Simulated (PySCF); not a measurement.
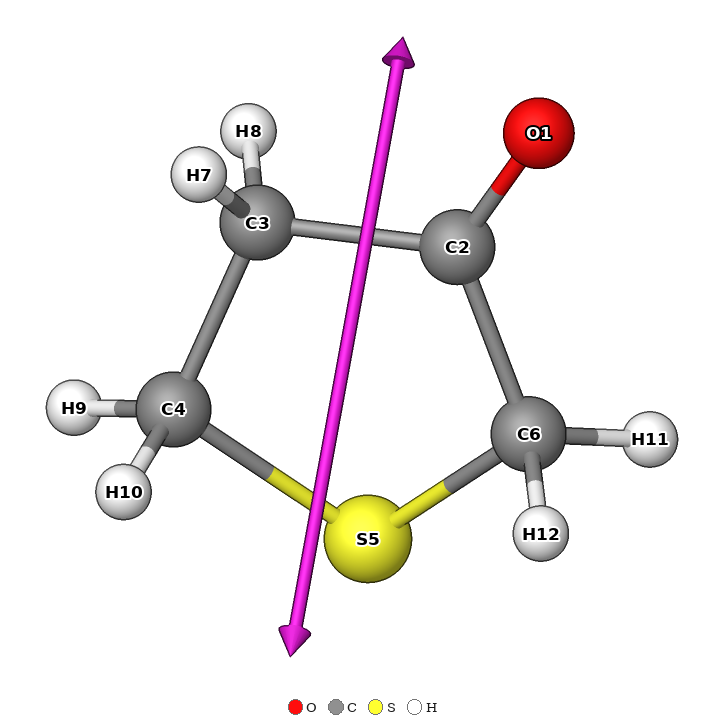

The double arrow shows the direction of the transition dipole to excited singlet state 4 (its length means nothing). Geometry: a frame of a GFN2-xTB molecular-dynamics simulation, not a minimum. Properties computed with TDDFT PBE0/def2-SVPD, vertical, gas phase, core orbitals frozen in the response (PySCF 2.14.0).

Question. Where does the transition lie, and how strong is it?

Answer. 5.87 eV (211 nm), oscillator strength 0.023, mainly HOMO → LUMO+2 (weight 0.93); transition dipole 1.02 D.
